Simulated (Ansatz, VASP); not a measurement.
**Li (Li(110)): VASP beside Ansatz**

One calculation is typed for both programs; each brings its own data sets and cutoff. How far apart do they land?

Main program and level: Ansatz 0.2.0; plane waves, with VASP 6.6.1 beside it; band structure at LDA.

## (1) Starting point

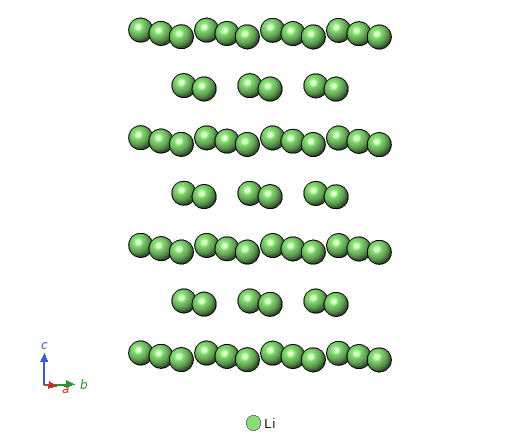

The cell as given, from the side, with the c axis up (lithium green). 2×3×1 cells are drawn. Some periodic images of atoms are drawn too.

The cell holds 7 atoms: 7 Li. Cell: a = 3.022 Å, b = 3.022 Å, c = 32.807 Å, α = 90.0°, β = 90.0°, γ = 70.5°. Vacuum lies along c.

Coordinates:

```xyz
7
Lattice="2.4678 -1.7450 0.0000 2.4678 1.7450 0.0000 0.0000 0.0000 32.8068" Properties=species:S:1:pos:R:3
Li    0.0000    0.0000    9.0000
Li    2.4678    0.0000   11.4678
Li    0.0000    0.0000   13.9356
Li    2.4678    0.0000   16.4034
Li    0.0000    0.0000   18.8712
Li    2.4678    0.0000   21.3390
Li    0.0000    0.0000   23.8068
```

## (2) VASP: band structure, LDA

Levels along a path test the potential and the projectors away from the mesh points.

Lines of VASP's logs that name or quote its potential files are left out, and so is its time.

INCAR reads:

```
SYSTEM = Li
PREC = Normal
ENCUT = 300
EDIFF = 1E-06
NELM = 120
ISMEAR = -1
SIGMA = 0.1
LREAL = .FALSE.
ALGO = Fast
GGA = CA
NBANDS = 21
LORBIT = 11
LWAVE = .FALSE.
LCHARG = .TRUE.
IDIPOL = 3
LDIPOL = .TRUE.
DIPOL = 0.5 0.5 0.5
LVHAR = .TRUE.
LVACPOTAV = .TRUE.
LELF = .TRUE.
NEDOS = 1500
```

POSCAR reads:

```
Li
1.0
    2.4678026663     -1.7450000000      0.0000000000
    2.4678026663      1.7450000000      0.0000000000
    0.0000000000      0.0000000000     32.8068159980
Li
7
Direct
    0.0000000000      0.0000000000      0.2743332361
    0.5000000000      0.5000000000      0.3495554908
    0.0000000000      0.0000000000      0.4247777454
    0.5000000000      0.5000000000      0.5000000000
    0.0000000000      0.0000000000      0.5752222546
    0.5000000000      0.5000000000      0.6504445092
    0.0000000000      0.0000000000      0.7256667639
```

KPOINTS reads:

```
Automatic mesh
0
Gamma
14 14 1
0 0 0
```

KPOINTS_OPT reads:

```
Line mode
14
Line-mode
Reciprocal
  0.00000000   0.00000000   0.00000000 GAMMA
  0.37500000  -0.37500000   0.00000000 X

  0.37500000  -0.37500000   0.00000000 X
  0.62500000   0.37500000   0.00000000 A1

  0.62500000   0.37500000   0.00000000 A1
  0.50000000   0.50000000   0.00000000 Y

  0.50000000   0.50000000   0.00000000 Y
  0.00000000   0.00000000   0.00000000 GAMMA
```

PAW data sets: Li (LDA family, release 64).

Launch:

```sh
> mpirun -np 2 vasp_std
```

What it wrote:

```text
[banner, memory and clock lines left out]
running    2 mpi-ranks, on    1 nodes
 distrk:  each k-point on    2 cores,    1 groups
 distr:  one band on    1 cores,    2 groups

 POSCAR found type information on POSCAR Li
 POSCAR found :  1 types and       7 ions
 LDA part: xc-table for (Slater(with rela. corr.)+CA(PZ))
 , standard interpolation
|                                                                             |
|           W    W    AA    RRRRR   N    N  II  N    N   GGGG   !!!           |
|           W    W   A  A   R    R  NN   N  II  NN   N  G    G  !!!           |
|           W    W  A    A  R    R  N N  N  II  N N  N  G       !!!           |
|           W WW W  AAAAAA  RRRRR   N  N N  II  N  N N  G  GGG   !            |
|           WW  WW  A    A  R   R   N   NN  II  N   NN  G    G                |
|           W    W  A    A  R    R  N    N  II  N    N   GGGG   !!!           |
|                                                                             |
|     The number of bands has been changed from the values supplied in        |
|     The orbitals not found in the WAVECAR file will be initialized with     |
|     random numbers, which is usually adequate. For correlated               |
|     calculations, however, you should redo the groundstate calculation.     |
|     I found NBANDS = 21. Now, NBANDS = 22.                                  |
|                                                                             |

 POSCAR, INCAR and KPOINTS ok, starting setup
 FFT: planning ... GRIDC
 FFT: planning ... GRID_SOFT
 FFT: planning ... GRID
 WAVECAR not read
 entering main loop
       N       E                     dE             d eps       ncg     rms          rms(c)
DAV:   1    -0.693047102570E+01   -0.69305E+01   -0.13101E+03  2508   0.120E+02
DAV:   2    -0.143118531659E+02   -0.73814E+01   -0.71027E+01  3370   0.255E+01
DAV:   3    -0.146371052151E+02   -0.32525E+00   -0.32181E+00  3292   0.431E+00
DAV:   4    -0.146479382836E+02   -0.10833E-01   -0.10828E-01  3314   0.815E-01
DAV:   5    -0.146485376911E+02   -0.59941E-03   -0.59939E-03  3608   0.192E-01    0.140E+00
RMM:   6    -0.150638424522E+02   -0.41530E+00   -0.68602E-02  3169   0.389E-01    0.253E+00
RMM:   7    -0.138736814632E+02    0.11902E+01   -0.11458E-02  2728   0.185E-01    0.621E-01
RMM:   8    -0.137482129157E+02    0.12547E+00   -0.14352E-02  3130   0.203E-01    0.493E-01
RMM:   9    -0.137536382828E+02   -0.54254E-02   -0.30614E-03  2934   0.961E-02    0.294E-01
RMM:  10    -0.137104854820E+02    0.43153E-01   -0.36649E-03  3247   0.105E-01    0.147E-01
RMM:  11    -0.137100111304E+02    0.47435E-03   -0.53127E-04  3102   0.462E-02    0.498E-02
RMM:  12    -0.137097302117E+02    0.28092E-03   -0.10857E-03  3351   0.540E-02    0.465E-02
RMM:  13    -0.137102348965E+02   -0.50468E-03   -0.11044E-04  3138   0.220E-02    0.192E-02
RMM:  14    -0.137110631578E+02   -0.82826E-03   -0.10371E-04  3296   0.168E-02    0.167E-02
RMM:  15    -0.137111748281E+02   -0.11167E-03   -0.26145E-05  3251   0.999E-03    0.776E-03
RMM:  16    -0.137113632646E+02   -0.18844E-03   -0.16599E-05  3534   0.670E-03    0.289E-03
RMM:  17    -0.137113735782E+02   -0.10314E-04   -0.33490E-06  3333   0.405E-03    0.191E-03
RMM:  18    -0.137113934701E+02   -0.19892E-04   -0.24574E-06  3308   0.248E-03    0.109E-03
RMM:  19    -0.137113969410E+02   -0.34708E-05   -0.41739E-07  2972   0.148E-03    0.449E-04
RMM:  20    -0.137114095239E+02   -0.12583E-04   -0.23628E-07  3035   0.853E-04    0.293E-04
RMM:  21    -0.137114112093E+02   -0.16854E-05   -0.36625E-08  2745   0.479E-04    0.177E-04
RMM:  22    -0.137114125260E+02   -0.13167E-05   -0.38721E-08  2623   0.354E-04    0.773E-05
RMM:  23    -0.137114125931E+02   -0.67192E-07   -0.36606E-09  2240   0.276E-04
|                                                                             |
|           W    W    AA    RRRRR   N    N  II  N    N   GGGG   !!!           |
|           W    W   A  A   R    R  NN   N  II  NN   N  G    G  !!!           |
|           W    W  A    A  R    R  N N  N  II  N N  N  G       !!!           |
|           W WW W  AAAAAA  RRRRR   N  N N  II  N  N N  G  GGG   !            |
|           WW  WW  A    A  R   R   N   NN  II  N   NN  G    G                |
|           W    W  A    A  R    R  N    N  II  N    N   GGGG   !!!           |
|                                                                             |
|     Did not find any points to average over, which means that no vacuum     |
|     field-free region was found. Please increase the size of  your cell     |
|     in the dimension of the dipole correction to obtain accurate            |
|     workfunction values.                                                    |
|                                                                             |

   1 F= -.13711413E+02 E0= -.13649259E+02  d E =-.124307E+00
 Start KPOINTS_OPT (optional k-point list driver)
k-point batch [1-56\56]
       N       E                     dE             ncg
DAV:   1    -0.101303209491E+03   -0.86154E+04     2472
DAV:   2    -0.555495547954E+03   -0.45419E+03     3428
DAV:   3    -0.580754750638E+03   -0.25259E+02     3202
DAV:   4    -0.581137708594E+03   -0.38296E+00     3166
DAV:   5    -0.581144402399E+03   -0.66938E-02     3242
DAV:   6    -0.581144620168E+03   -0.21777E-03     3154
DAV:   7    -0.581144629034E+03   -0.88665E-05     3186
DAV:   8    -0.581144629368E+03   -0.33319E-06     2130
```

From OUTCAR (step 2):

```text
ion  position               nearest neighbor table
   1  0.000  0.000  0.274-   2 3.02   2 3.02
   2  0.500  0.500  0.350-   3 3.02   3 3.02   1 3.02   1 3.02
   3  0.000  0.000  0.425-   2 3.02   4 3.02   2 3.02   4 3.02
   4  0.500  0.500  0.500-   3 3.02   5 3.02   3 3.02   5 3.02
   5  0.000  0.000  0.575-   4 3.02   6 3.02   4 3.02   6 3.02
   6  0.500  0.500  0.650-   5 3.02   5 3.02   7 3.02   7 3.02
   7  0.000  0.000  0.726-   6 3.02   6 3.02

  LATTYP: Found a base centered orthorhombic cell.
 ALAT       =     3.4900000000
 B/A-ratio  =     1.4142135623
 C/A-ratio  =     9.4002338103

 Subroutine GETGRP returns: Found  8 space group operations
 (whereof  8 operations were pure point group operations)

The static configuration has the point symmetry D_2h.

 Found     57 irreducible k-points:

   k-points           NKPTS =     57   k-points in BZ     NKDIM =     57   number of bands    NBANDS=     22

   dimension x,y,z NGX =    14 NGY =   14 NGZ =  140
   dimension x,y,z NGXF=    28 NGYF=   28 NGZF=  280

   ENCUT  =  300.0 eV  22.05 Ry    4.70 a.u.   4.27  4.27 46.33*2*pi/ulx,y,z

   NELECT =       7.0000    total number of electrons

 k-points in reciprocal lattice and weights: Automatic mesh
   0.00000000  0.00000000  0.00000000       0.005
   0.07142857  0.00000000  0.00000000       0.020
   0.14285714  0.00000000  0.00000000       0.020
   0.21428571  0.00000000  0.00000000       0.020
   0.28571429  0.00000000  0.00000000       0.020
   0.35714286  0.00000000  0.00000000       0.020
   0.42857143  0.00000000  0.00000000       0.020
   0.50000000  0.00000000  0.00000000       0.010
   0.07142857  0.07142857  0.00000000       0.010
[...]
-0.42857143  0.42857143  0.00000000       0.010
   0.50000000  0.50000000  0.00000000       0.005

 dipolmoment           0.000000      0.000000      0.000000 electrons x Angstroem

 average (electrostatic) potential at core
       1 -33.7748       2 -33.3280       3 -33.3004       4 -33.3082       5 -33.3004
       6 -33.3280       7 -33.7748

 E-fermi :  -1.2973

 k-point     1 :       0.0000    0.0000    0.0000
  band No.  band energies     occupation
    ...
      3      -4.1128      2.00000
      4      -3.5705      2.00000
      5      -2.8818      2.00000
      6      -2.0980      1.99933
      7      -1.3705      1.35037
      8      -1.0460      0.14981
      9       1.5434      0.00000
     10       1.7276      0.00000
     11       2.2413      0.00000
     12       2.9100      0.00000
    ...

 k-point     2 :       0.0714    0.0000    0.0000
  band No.  band energies     occupation
    ...
      3      -4.0420      2.00000
      4      -3.4991      2.00000
      5      -2.8089      2.00000
      6      -2.0212      1.99856
      7      -1.2851      0.93877
      8      -0.9531      0.06201
      9       1.6179      0.00000
     10       1.8115      0.00000
     11       2.3032      0.00000
     12       2.9788      0.00000
    ...

 k-point     3 :       0.1429    0.0000    0.0000
  band No.  band energies     occupation
    ...
      2      -4.1997      2.00000
      3      -3.8301      2.00000
      4      -3.2860      2.00000
      5      -2.5920      2.00000
      6      -1.7937      1.98612
      7      -1.0314      0.13080
      8      -0.6747      0.00395
      9       1.8209      0.00000
     10       2.0577      0.00000
     11       2.4808      0.00000
    ...

  Total       -0.9650667     -1.2699010     -1.4642479      0.0000000      0.0000000      0.0000000
  in kB       -5.4722760     -7.2007962     -8.3028131      0.0000000      0.0000000      0.0000000
  external PRESSURE =      -6.9919618 kB  Pullay stress =       0.0000000 kB

  energy-cutoff  :      300.00
  volume of cell :      282.55
      direct lattice vectors                 reciprocal lattice vectors
     2.467802666 -1.745000000  0.000000000     0.202609393 -0.286532951  0.000000000
     2.467802666  1.745000000  0.000000000     0.202609393  0.286532951  0.000000000
     0.000000000  0.000000000 32.806815998     0.000000000  0.000000000  0.030481471

 POSITION                                       TOTAL-FORCE (eV/Angst)
 -----------------------------------------------------------------------------------
      0.00000      0.00000      9.00000         0.000000      0.000000      0.144704
      2.46780      0.00000     11.46780         0.000000      0.000000     -0.062106
      0.00000      0.00000     13.93561        -0.000000      0.000000     -0.013425
      2.46780      0.00000     16.40341        -0.000000     -0.000000      0.000000
      0.00000      0.00000     18.87121        -0.000000      0.000000      0.013425
      2.46780      0.00000     21.33901         0.000000      0.000000      0.062106
      0.00000      0.00000     23.80682         0.000000      0.000000     -0.144704
 -----------------------------------------------------------------------------------
    total drift:                               -0.000000      0.000000     -0.000000

  FREE ENERGIE OF THE ION-ELECTRON SYSTEM (eV)
  ---------------------------------------------------
  free  energy   TOTEN  =       -13.7114125931 eV

  energy  without entropy=      -13.5871051836  energy(sigma->0) =      -13.64925889

 vacuum level on the upper side and lower side of the slab         2.050         2.050

 total charge
# of ion       s       p       d       tot
------------------------------------------
    1        0.115   0.085   0.000   0.200
    2        0.109   0.110   0.000   0.219
    3        0.111   0.110   0.000   0.220
    4        0.111   0.109   0.000   0.220
    5        0.111   0.110   0.000   0.220
    6        0.109   0.110   0.000   0.219
    7        0.115   0.085   0.000   0.200
--------------------------------------------------
tot          0.780   0.718   0.000   1.499

[... 3 further parts left out ...]
```

(Part 1 of 2 ends here.)

[Lines on the potential files, build, host, timing and source positions are cut from VASP's logs without a mark.]

[Logs are printed without paths, hosts, clocks, repeated set-up lines and the standing remarks that a program may print on its own settings, such as how far it seeks lower states.]

[Hosts, paths, dates, database ids (printed as entryN), source tags and the programs' standing remarks are cut or masked in the printed files.]
